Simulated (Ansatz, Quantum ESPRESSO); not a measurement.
**Mode couplings of TaRu (Pm-3m) in a second program**

Aim: mode couplings and λ of TaRu (Pm-3m) by double-delta sums in Quantum ESPRESSO. The first relaxation steps of the session are not shown, so no cell shown is the starting entry, unless a step says so.

Method: DFT PBEsol, scalar-relativistic, plane waves, PAW, in the first sound run; inputs show where later runs differ, in Ansatz 0.2.0 and Quantum ESPRESSO 7.5.

## 1. The cell after earlier relaxation steps

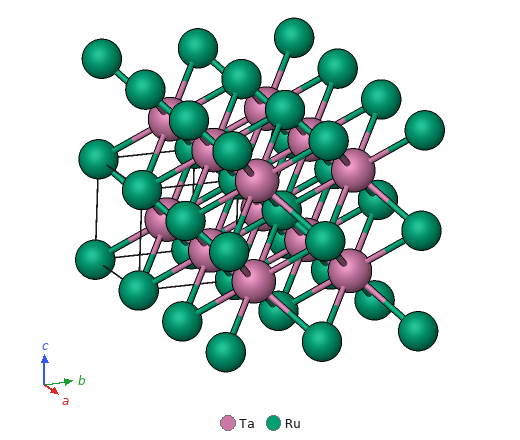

Start, viewed slightly off an axis; tantalum pink, ruthenium teal. 3×2×2 cells are drawn. Some periodic images of atoms are drawn too.

## 2. Relaxing cell and atoms

Lattice constant and positions set the bands and the force constants, so the cell is relaxed first. Earlier relaxation steps are not shown.

input.yaml reads:

```yaml
crystal:
  lattice:
    - [3.1395377516, 0.0, 0.0]
    - [0.0, 3.1395377516, 0.0]
    - [0.0, 0.0, 3.1395377516]
  atoms:
    - { symbol: Ta, position: [0.5, 0.5, 0.5] }
    - { symbol: Ru, position: [0.0, 0.0, 0.0] }
kpoints:
  mp_grid: { grid: [10, 10, 10] }
hamiltonian:
  xc: pbesol
scf:
  occupations: { method: gaussian, width: 0.1 }
output:
  forces: true
  stress: true
  eigenvalues: true
relax:
  adjacent_minimum: "off"
  f_tol: 0.005
  max_steps: 80
  cell: { stress_tol: 0.05 }
```

On the command line:

```
$ ansatz run input.yaml --threads 4 --pin off --max-ram 8192MiB --backend cpu --events-out ev --progress --plain --runs-dir out
```

Numbers of over 12 decimals in the logs are rounded to 6 here.

What it wrote:

```text
[the first part of the log is left out]
  E_xc         = -407.159288
  E_vxc        = -443.394693  (∫ρ·V_xc dr)
  E_paw        = -11672.260560  (= ΣΔE_a)
  E_vpaw       = -338.044563  (= ΣTr[D̂ρ^β])
  E_aug_tail   = -0.000063  (compensation charges beyond the density's cutoff)
  E_ewald      = -3529.767365
  E_core_change = 0.466942  (= ΣΔE_core)
  E_smearing   = -0.015902  (= −TS)
  E_closure    = -0.000000  (closes the sum)
  Σ components = -15623.525549   (vs F -15623.525549, Δ=0.00e0)
--- Forces (eV/Å), atoms counted from 1 ---
  atom   1  Ta     0.00000000     0.00000000     0.00000000
  atom   2  Ru     0.00000000     0.00000000    -0.00000000
  max |Σ_I F_I| component: 4.21e-29 eV/Å
--- Stress (GPa, compression-positive) ---
       -0.000150       0.000000       0.000000
        0.000000      -0.000150      -0.000000
        0.000000      -0.000000      -0.000150
  P = ⅓ Tr σ = -0.0001 GPa (-0.001 kbar)
--- Band table (eV; the first three rows and the last of 56) ---
  k-point 0: bands = ["-51.1119", "-46.4720", "-21.1188", "-21.1188", "-21.1188", "-12.8269", "-12.8269", "-12.8269", "12.9979", "15.8587", "15.8587", "19.5714", "19.5714", "19.5714", "23.0746", "23.0746", "26.2929", "26.2929", "26.2929"]
  k-point 1: bands = ["-51.1108", "-46.4710", "-21.1290", "-21.1167", "-21.1167", "-12.8643", "-12.8272", "-12.8272", "13.2285", "15.9736", "16.0378", "19.5515", "19.5515", "19.6477", "22.8016", "23.1706", "25.5425", "25.5425", "26.1284"]
  k-point 2: bands = ["-51.1080", "-46.4685", "-21.1558", "-21.1113", "-21.1113", "-12.9610", "-12.8279", "-12.8279", "13.8846", "16.3125", "16.5124", "19.5153", "19.5153", "19.8633", "22.0730", "23.3976", "24.2463", "24.2463", "25.6895"]
  k-point 55: bands = ["-51.0841", "-46.4307", "-21.2071", "-21.2071", "-21.2071", "-13.1382", "-13.1382", "-13.1382", "18.1747", "18.1747", "18.1747", "18.9604", "18.9604", "18.9604", "21.7657", "21.7657", "26.5006", "26.5006", "29.2559"]
--- Relaxed structure (3 steps of the walk, 2 accepted, 1 SCFs on fresh bases) ---
  F+E_penalty+E_count = -15623.52554944 eV   max|allowed force component| = 2.104e-29 eV/Å   (the final SCF, on the basis selected at the relaxed cell)
  cell:  # Å, volume = 30.9620 Å³
    - [3.140098, 0, 0]
    - [0, 3.140098, 0.0]
    - [0, 0.0, 3.140098]
  atoms:
    - { symbol: Ta, position: [0.500000, 0.500000, 0.500000] }
    - { symbol: Ru, position: [0, 0, 0] }
```

The job ended after 4.3 s (4 threads of Arm Neoverse N1, shared host; peak memory 0.34 GiB; 15 s of CPU time).

Little changed from the start: no atom moved by 0.005 Å and no cell edge by 0.1 %.

Numbers from this step:

```
pressure          : -1.50e-4 GPa
volume per atom   : 15.48 Å³
metallic on mesh  : yes
gap on the k-mesh : 0 eV
```

The largest force is now zero by symmetry and the largest stress component 1.5e-4 GPa.

## 3. Second program, ground state

ph.x needs a tightly converged ground state on the same k mesh; the cell is that of the step before.

This step: DFT PBEsol, scalar-relativistic, plane waves, GBRV ultrasoft pseudopotentials (Quantum ESPRESSO 7.5).

pw.in reads:

```
&control
   calculation = 'scf'
   prefix = 'x'
   outdir = './tmp'
   pseudo_dir = './pseudo'
   tprnfor = .true.
   tstress = .true.
/
&system
   ibrav = 1
   celldm(1) = 5.93392553
   nat = 2
   ntyp = 2
   ecutwfc = 45.0
   ecutrho = 360.0
   occupations = 'smearing'
   smearing = 'mv'
   degauss = 0.01469973
   nbnd = 24
/
&electrons
   conv_thr = 1.0d-11
   mixing_beta = 0.5
/
ATOMIC_SPECIES
 Ta    180.9479  Ta.upf
 Ru    101.0700  Ru.upf
ATOMIC_POSITIONS crystal
 Ta     0.500000000   0.500000000   0.500000000
 Ru     0.000000000   0.000000000   0.000000000
K_POINTS automatic
 6 6 6 0 0 0
```

On the command line:

```
$ OMP_NUM_THREADS=1 mpirun -n 4 pw.x -nk 4 -in pw.in > pw.x.log
```

What it wrote:

```text
Program PWSCF v.7.5

     This program is part of the open-source Quantum ESPRESSO suite
     for quantum simulation of materials; please cite
         "P. Giannozzi et al., J. Phys.:Condens. Matter 21 395502 (2009);
         "P. Giannozzi et al., J. Phys.:Condens. Matter 29 465901 (2017);
         "P. Giannozzi et al., J. Chem. Phys. 152 154105 (2020);
     in publications or presentations arising from this work. More details at

     G-vector sticks info
     --------------------
     sticks:   dense  smooth     PW     G-vecs:    dense   smooth      PW
     Sum        1005     505    161                24111     8409    1551

     Using Slab Decomposition

     bravais-lattice index     =            1
     lattice parameter (alat)  =       5.9339  a.u.
     unit-cell volume          =     208.9423 (a.u.)^3
     number of atoms/cell      =            2
     number of atomic types    =            2
     number of electrons       =        29.00
     number of Kohn-Sham states=           24
     kinetic-energy cutoff     =      45.0000  Ry
     charge density cutoff     =     360.0000  Ry
     scf convergence threshold =      1.0E-11
     mixing beta               =       0.5000
     number of iterations used =            8  plain     mixing
     Exchange-correlation= SLA  PW   PSX  PSC
                           (   1   4  10   8   0   0   0)

     celldm(1)=   5.933926  celldm(2)=   0.000000  celldm(3)=   0.000000
     celldm(4)=   0.000000  celldm(5)=   0.000000  celldm(6)=   0.000000

     crystal axes: (cart. coord. in units of alat)
               a(1) = (   1.000000   0.000000   0.000000 )
               a(2) = (   0.000000   1.000000   0.000000 )
               a(3) = (   0.000000   0.000000   1.000000 )

     reciprocal axes: (cart. coord. in units 2 pi/alat)
               b(1) = (  1.000000  0.000000  0.000000 )
               b(2) = (  0.000000  1.000000  0.000000 )
               b(3) = (  0.000000  0.000000  1.000000 )

     PseudoPot. # 1 for Ta read from file:
     ./pseudo/Ta.upf
     Pseudo is Ultrasoft + core correction, Zval = 13.0
     Using radial grid of  921 points,  7 beta functions with:
                l(1) =   0
                l(2) =   0
                l(3) =   1
                l(4) =   1
                l(5) =   2
                l(6) =   2
                l(7) =   3
     Q(r) pseudized with  6 coefficients,  rinner =    1.300   1.300   1.300
                                                       1.300   1.300   1.300
                                                       1.300

     PseudoPot. # 2 for Ru read from file:
     ./pseudo/Ru.upf
     Pseudo is Ultrasoft + core correction, Zval = 16.0
     Using radial grid of  967 points,  6 beta functions with:
                l(1) =   0
                l(2) =   0
                l(3) =   1
                l(4) =   1
                l(5) =   2
                l(6) =   2
     Q(r) pseudized with  8 coefficients,  rinner =    1.300   1.300   1.300
                                                       1.300   1.300

     atomic species   valence    mass     pseudopotential
     Ta               13.00   180.94790     Ta( 1.00)
     Ru               16.00   101.07000     Ru( 1.00)

     48 Sym. Ops., with inversion, found

   Cartesian axes

     site n.     atom                  positions (alat units)
         1        Ta     tau(   1) = (   0.5000000   0.5000000   0.5000000  )
         2        Ru     tau(   2) = (   0.0000000   0.0000000   0.0000000  )

     number of k points=    20  Marzari-Vanderbilt smearing, width (Ry)=  0.0147
                       cart. coord. in units 2pi/alat
        k(    1) = (   0.0000000   0.0000000   0.0000000), wk =   0.0092593
        k(    2) = (   0.0000000   0.0000000   0.1666667), wk =   0.0555556
        k(    3) = (   0.0000000   0.0000000   0.3333333), wk =   0.0555556
        k(    4) = (   0.0000000   0.0000000  -0.5000000), wk =   0.0277778
        k(    5) = (   0.0000000   0.1666667   0.1666667), wk =   0.1111111
        k(    6) = (   0.0000000   0.1666667   0.3333333), wk =   0.2222222
        k(    7) = (   0.0000000   0.1666667  -0.5000000), wk =   0.1111111
        k(    8) = (   0.0000000   0.3333333   0.3333333), wk =   0.1111111
        k(    9) = (   0.0000000   0.3333333  -0.5000000), wk =   0.1111111
        k(   10) = (   0.0000000  -0.5000000  -0.5000000), wk =   0.0277778
        k(   11) = (   0.1666667   0.1666667   0.1666667), wk =   0.0740741
        k(   12) = (   0.1666667   0.1666667   0.3333333), wk =   0.2222222
        k(   13) = (   0.1666667   0.1666667  -0.5000000), wk =   0.1111111
        k(   14) = (   0.1666667   0.3333333   0.3333333), wk =   0.2222222
        k(   15) = (   0.1666667   0.3333333  -0.5000000), wk =   0.2222222
        k(   16) = (   0.1666667  -0.5000000  -0.5000000), wk =   0.0555556
        k(   17) = (   0.3333333   0.3333333   0.3333333), wk =   0.0740741
        k(   18) = (   0.3333333   0.3333333  -0.5000000), wk =   0.1111111
        k(   19) = (   0.3333333  -0.5000000  -0.5000000), wk =   0.0555556
        k(   20) = (  -0.5000000  -0.5000000  -0.5000000), wk =   0.0092593

     Dense  grid:    24111 G-vectors     FFT dimensions: (  36,  36,  36)

     Smooth grid:     8409 G-vectors     FFT dimensions: (  25,  25,  25)

     Initial potential from superposition of free atoms

     starting charge      27.9990, renormalised to      29.0000

     negative rho (up, down):  1.712E-01 0.000E+00
     Starting wfcs are   26 randomized atomic wfcs

     per-process dynamical memory:    39.6 Mb

     Self-consistent Calculation

     iteration #  1     ecut=    45.00 Ry     beta= 0.50
     Davidson diagonalization with overlap
     ethr =  1.00E-02,  avg # of iterations =  4.3

     negative rho (up, down):  1.716E-01 0.000E+00

     total energy              =    -335.67024573 Ry
     estimated scf accuracy    <       1.04191604 Ry

     iteration #  2     ecut=    45.00 Ry     beta= 0.50
     Davidson diagonalization with overlap
     ethr =  3.59E-03,  avg # of iterations =  2.1

     negative rho (up, down):  1.710E-01 0.000E+00

     total energy              =    -335.66191091 Ry
     estimated scf accuracy    <       2.69817438 Ry

     iteration #  3     ecut=    45.00 Ry     beta= 0.50
     Davidson diagonalization with overlap
     ethr =  3.59E-03,  avg # of iterations =  1.9

     negative rho (up, down):  1.723E-01 0.000E+00

     total energy              =    -336.02437972 Ry
     estimated scf accuracy    <       0.09322842 Ry

     iteration #  4     ecut=    45.00 Ry     beta= 0.50
     Davidson diagonalization with overlap
     ethr =  3.21E-04,  avg # of iterations =  1.6

     negative rho (up, down):  1.729E-01 0.000E+00

     total energy              =    -336.03696738 Ry
     estimated scf accuracy    <       0.00889225 Ry

     iteration #  5     ecut=    45.00 Ry     beta= 0.50
     Davidson diagonalization with overlap
     ethr =  3.07E-05,  avg # of iterations =  3.0

     negative rho (up, down):  1.734E-01 0.000E+00

     total energy              =    -336.03845760 Ry
     estimated scf accuracy    <       0.00277074 Ry

     iteration #  6     ecut=    45.00 Ry     beta= 0.50
     Davidson diagonalization with overlap
     ethr =  9.55E-06,  avg # of iterations =  1.4

     negative rho (up, down):  1.734E-01 0.000E+00

     total energy              =    -336.03874120 Ry
     estimated scf accuracy    <       0.00000191 Ry

     iteration #  7     ecut=    45.00 Ry     beta= 0.50
     Davidson diagonalization with overlap
     ethr =  6.59E-09,  avg # of iterations =  3.7

     negative rho (up, down):  1.734E-01 0.000E+00

     total energy              =    -336.03874257 Ry
     estimated scf accuracy    <       0.00000144 Ry

     iteration #  8     ecut=    45.00 Ry     beta= 0.50
     Davidson diagonalization with overlap
     ethr =  4.97E-09,  avg # of iterations =  1.8

     negative rho (up, down):  1.734E-01 0.000E+00

     total energy              =    -336.03874280 Ry
     estimated scf accuracy    <       0.00000034 Ry

     iteration #  9     ecut=    45.00 Ry     beta= 0.50
     Davidson diagonalization with overlap
     ethr =  1.17E-09,  avg # of iterations =  1.2

     negative rho (up, down):  1.734E-01 0.000E+00

     total energy              =    -336.03874284 Ry
     estimated scf accuracy    <          1.4E-09 Ry

     iteration # 10     ecut=    45.00 Ry     beta= 0.50
     Davidson diagonalization with overlap
     ethr =  4.87E-12,  avg # of iterations =  2.6

     negative rho (up, down):  1.734E-01 0.000E+00

     total energy              =    -336.03874284 Ry
     estimated scf accuracy    <          7.1E-10 Ry

     iteration # 11     ecut=    45.00 Ry     beta= 0.50
     Davidson diagonalization with overlap
     ethr =  2.45E-12,  avg # of iterations =  1.0

     negative rho (up, down):  1.734E-01 0.000E+00

     total energy              =    -336.03874284 Ry
     estimated scf accuracy    <          3.2E-11 Ry

     iteration # 12     ecut=    45.00 Ry     beta= 0.50
     Davidson diagonalization with overlap
     ethr =  1.09E-13,  avg # of iterations =  2.1

     negative rho (up, down):  1.734E-01 0.000E+00

     End of self-consistent calculation

          k = 0.0000 0.0000 0.0000 (  1045 PWs)   bands (ev):

   -51.0549 -46.4385 -21.0566 -21.0566 -21.0566 -12.7649 -12.7649 -12.7649
    13.0804  15.9518  15.9518  19.6638  19.6638  19.6638  23.1698  23.1698
    26.3920  26.3920  26.3920  30.3151  30.3151  30.3151  37.0356  37.0356

          k = 0.0000 0.0000 0.1667 (  1065 PWs)   bands (ev):

   -51.0521 -46.4361 -21.0834 -21.0512 -21.0512 -12.8622 -12.7656 -12.7656
    13.7068  16.2672  16.4228  19.6169  19.6169  19.8685  22.4492  23.4110
    24.7738  24.7738  25.9571  28.6891  32.5897  32.5897  37.2984  38.1021

          k = 0.0000 0.0000 0.3333 (  1081 PWs)   bands (ev):

   -51.0466 -46.4311 -21.1364 -21.0402 -21.0402 -13.0516 -12.7672 -12.7672
    15.3092  17.1569  17.3155  19.6073  19.6073  20.3661  20.8410  22.8707
    22.8707  23.5217  25.0301  26.7831  36.3766  36.3766  37.7223  38.0829

          k = 0.0000 0.0000-0.5000 (  1044 PWs)   bands (ev):

   -51.0437 -46.4286 -21.1626 -21.0347 -21.0347 -13.1438 -12.7673 -12.7673
    16.7671  17.3042  18.0510  19.6242  19.6735  19.6735  20.6898  22.0847
    22.0847  23.0036  24.5053  26.7214  36.4906  37.1005  37.9024  39.2429

          k = 0.0000 0.1667 0.1667 (  1065 PWs)   bands (ev):

   -51.0495 -46.4332 -21.0874 -21.0733 -21.0463 -12.8745 -12.8376 -12.7639
    14.2569  16.5697  16.8515  19.1654  19.4723  20.2702  22.5860  23.2185
    23.4496  23.6885  26.3946  29.8549  31.4359  33.6609  37.4203  37.9536

          k = 0.0000 0.1667 0.3333 (  1063 PWs)   bands (ev):

   -51.0443 -46.4275 -21.1390 -21.0737 -21.0364 -13.0343 -12.8425 -12.7604
[...]
k = 0.0000 0.1667-0.5000 (  1080 PWs)   bands (ev):

[...]
k = 0.0000 0.3333 0.3333 (  1057 PWs)   bands (ev):

[...]
k = 0.0000 0.3333-0.5000 (  1078 PWs)   bands (ev):

[...]
k = 0.0000-0.5000-0.5000 (  1056 PWs)   bands (ev):

[...]
k = 0.1667 0.1667 0.1667 (  1081 PWs)   bands (ev):

[...]
k = 0.1667 0.1667 0.3333 (  1060 PWs)   bands (ev):

[...]
k = 0.1667 0.1667-0.5000 (  1064 PWs)   bands (ev):

[...]
k = 0.1667 0.3333 0.3333 (  1060 PWs)   bands (ev):

[...]
k = 0.1667 0.3333-0.5000 (  1058 PWs)   bands (ev):

[...]
k = 0.1667-0.5000-0.5000 (  1048 PWs)   bands (ev):

[...]
k = 0.3333 0.3333 0.3333 (  1057 PWs)   bands (ev):

[...]
k = 0.3333 0.3333-0.5000 (  1052 PWs)   bands (ev):

[...]
17.2582  17.5787  18.2108  18.5168  19.0870  19.7783  22.0872  22.4180
    24.7689  25.9720  29.2915  29.4575  31.5787  32.3030  34.2391  35.1789

          k = 0.3333-0.5000-0.5000 (  1056 PWs)   bands (ev):

   -51.0295 -46.4013 -21.1535 -21.1535 -21.1140 -13.0676 -13.0676 -12.9909
    17.5610  17.9748  17.9765  17.9765  19.9390  19.9390  21.8240  22.1701
    25.4544  26.5535  30.1756  30.4413  30.4413  30.4794  34.6634  35.3909

          k =-0.5000-0.5000-0.5000 (  1064 PWs)   bands (ev):

   -51.0275 -46.3976 -21.1444 -21.1444 -21.1444 -13.0754 -13.0754 -13.0754
    18.2627  18.2627  18.2627  19.0559  19.0559  19.0559  21.8454  21.8454
    26.6031  26.6031  29.3311  30.1328  31.8327  31.8327  31.8327  35.1549

     the Fermi energy is    22.1012 ev

!    total energy              =    -336.03874284 Ry
     estimated scf accuracy    <          3.8E-13 Ry
     smearing contrib. (-TS)   =      -0.00118139 Ry
     internal energy E=F+TS    =    -336.03756145 Ry

     The total energy is F=E-TS. E is the sum of the following terms:
     one-electron contribution =     -53.98681681 Ry
     hartree contribution      =      45.22925808 Ry
     xc contribution           =     -67.84688638 Ry
     ewald contribution        =    -259.43311633 Ry

     convergence has been achieved in  12 iterations

     negative rho (up, down):  1.734E-01 0.000E+00

     Forces acting on atoms (cartesian axes, Ry/au):

     atom    1 type  1   force =     0.00000000    0.00000000    0.00000000
     atom    2 type  2   force =     0.00000000    0.00000000    0.00000000

     Total force =     0.000000     Total SCF correction =     0.000000

     Computing stress (Cartesian axis) and pressure

     negative rho (up, down):  1.734E-01 0.000E+00
          total   stress  (Ry/bohr**3)                   (kbar)     P=       -8.61
  -0.00005856   0.00000000   0.00000000           -8.61        0.00        0.00
   0.00000000  -0.00005856   0.00000000            0.00       -8.61        0.00
   0.00000000   0.00000000  -0.00005856            0.00        0.00       -8.61

     Writing all to output data dir ./tmp/x.save/ :
     XML data file, charge density, pseudopotentials, collected wavefunctions

   JOB DONE.
```

The job ended after 7.6 s (4 MPI ranks; 30 s of CPU time).

This step gave:

```yaml
pressure: -0.8610 GPa
```

With these potentials, mesh and smearing the cell is at -0.86 GPa.

(Continued in part 2 of 4.)

[Logs are printed without paths, hosts, clocks, repeated set-up lines and the standing remarks that a program may print on its own settings, such as how far it seeks lower states.]

[Hosts, paths, dates, database ids (printed as entryN), source tags and the programs' standing remarks are cut or masked in the printed files.]
